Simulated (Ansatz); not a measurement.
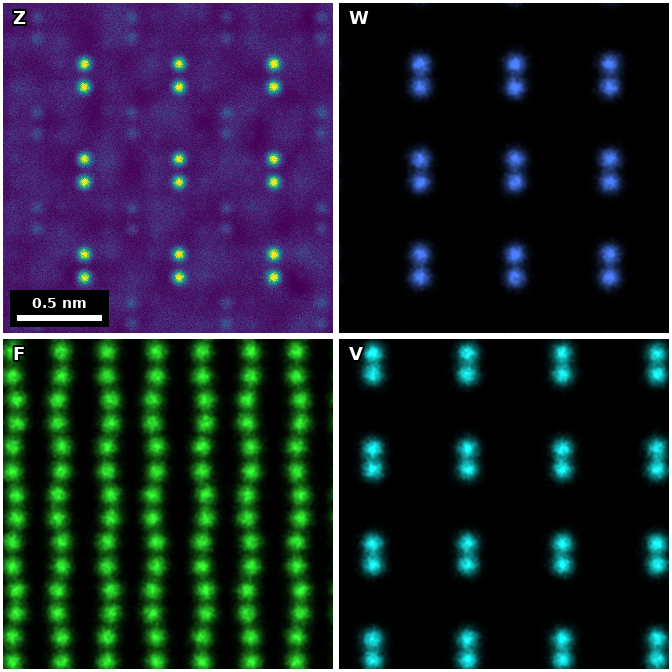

A crystal along [001]. Panel Z: The image is simulated as a sum over atoms of Z^1.6, blurred by a 0.59 Å probe (no channelling). Shot noise and the speckle of an amorphous layer were added. The other panels are simulated element maps (the number of atoms of one element along the beam, blurred by 0.9 Å, with counting noise; each on its own scale, no channelling).

Which columns does each element occupy?

The projected cell (5.61 × 5.63 Å, 90°) holds 12 columns: 8 of F, 2 of V and 2 of W. No column is shared by two of the mapped elements. The brightest columns of the Z-contrast image hold W.

The crystal is VWF$_{4}$ (P2/c, No. 13). Model: coordinates from a relaxation with Ansatz 0.2.0, DFT, PAW plane waves, pbesol+U; the starting structure was generated, so it need not be a known form of this composition.
